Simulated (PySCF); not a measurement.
**Ge2H6O2 (SMILES [OH][GeH2][GeH2][OH]) at PBE0/6-31G(d) (spherical functions)**

What is the vertical ionisation energy of Ge2H6O2 at PBE0/6-31G* (spherical functions)? Input form: a Python script.

The results are computed with PySCF 2.14.0.

4 further runs of the same task are left out: 4 set aside as unsound or not needed.

### 1 Starting point

Ge2H6O2: 10 atoms, total charge 0, spin state singlet. SMILES: `[OH][GeH2][GeH2][OH]`. The shape is that of a PBE0-D4/def2-TZVP optimisation. This is one conformer, not always the lowest.

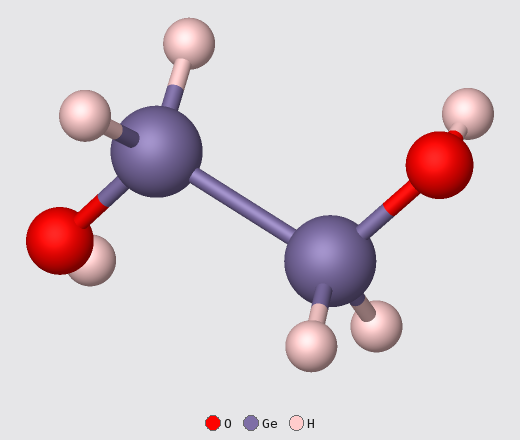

Viewed from a chosen angle; oxygen red, germanium purple, hydrogen pink.

### 2 The energy at PBE0/6-31G(d) (spherical functions)

calc.py

```python
from pyscf import gto, dft

mol = gto.M(
    atom=[
    ('O', (-0.309300, 2.455000, -0.006400)),
    ('Ge', (0.600700, 0.984100, 0.456700)),
    ('Ge', (-0.721500, -1.006400, -0.054200)),
    ('O', (0.308500, -2.466700, 0.057800)),
    ('H', (-0.425000, 2.532100, -0.955900)),
    ('H', (0.860000, 1.168500, 1.957800)),
    ('H', (1.943500, 0.946400, -0.311300)),
    ('H', (-1.840500, -1.265700, 0.963100)),
    ('H', (-1.315400, -0.903200, -1.479200)),
    ('H', (0.981900, -2.495100, -0.625400)),
],
    basis='6-31g*',
    max_memory=1860,
    verbose=3,
)

ks = dft.RKS(mol, xc='pbe0')
ks.grids.level = 5
ks.conv_tol = 1e-10
ks.kernel()
if not ks.converged:
    ks = ks.newton().run(ks.mo_coeff, ks.mo_occ)

etot = ks.e_tot
print('E = %.10f Eh' % etot)
```

The run is started by

```console
$ OMP_NUM_THREADS=1 python calc.py
```

What it wrote:

```text
converged SCF energy = -4306.8168095643
E = -4306.8168095643 Eh
```

It took 36 s on 1 thread of Arm Neoverse V1, shared host; peak memory 0.57 GiB.

### 3 The doublet cation

Edit calc.py of step 2 so:

```diff
@@ -2,3 +2,3 @@
 
-mol = gto.M(
+molecule = gto.M(
     atom=[
@@ -15,10 +15,13 @@
 ],
+    max_memory=1860,
+    verbose=4,
+    charge=1,
+    spin=1,
     basis='6-31g*',
-    max_memory=1860,
-    verbose=3,
 )
 
-ks = dft.RKS(mol, xc='pbe0')
+ks = dft.UKS(molecule)
+ks.xc = 'pbe0'
+ks.conv_tol = 1e-10
 ks.grids.level = 5
-ks.conv_tol = 1e-10
 ks.kernel()
@@ -28,2 +31,2 @@
 etot = ks.e_tot
-print('E = %.10f Eh' % etot)
+print('E(%s) = %.9f' % ('PBE0', etot))
```

The run is started by

```console
$ OMP_NUM_THREADS=1 python calc.py
```

What it wrote:

```text
PySCF version 2.14.0

[... 58 lines left out ...]
WARN: HOMO -0.288511106729194 >= LUMO -0.288511106729195
[... 58 lines left out ...]
converged SCF energy = -4306.47655046551  <S^2> = 0.75872571  2S+1 = 2.0087068
E(PBE0) = -4306.476550466
```

It took 83 s on 1 thread of Arm Neoverse V1, shared host; peak memory 0.6 GiB.

### 4 Summary of results

At PBE0/6-31G* (spherical functions):

```
                                          quantity           value
                     singlet Ge2H6O2: total energy  -4306.81681 Eh
                    singlet Ge2H6O2: dipole moment          2.34 D
                      singlet Ge2H6O2: HOMO energy        -7.25 eV
                      singlet Ge2H6O2: LUMO energy        -0.58 eV
                    singlet Ge2H6O2: HOMO–LUMO gap         6.66 eV
                      doublet cation: total energy  -4306.47655 Eh
doublet cation: HOMO energy (highest over α and β)       -13.87 eV
 doublet cation: LUMO energy (lowest over α and β)       -11.27 eV
                              doublet cation: ⟨S²⟩           0.759
vertical ionisation energy (to the doublet cation)        9.259 eV
```

**Reading.** Removing an electron at fixed nuclei costs 9.26 eV (214 kcal/mol). The negative HOMO energy of the first species, 7.25 eV, lies 2.01 eV below that difference.
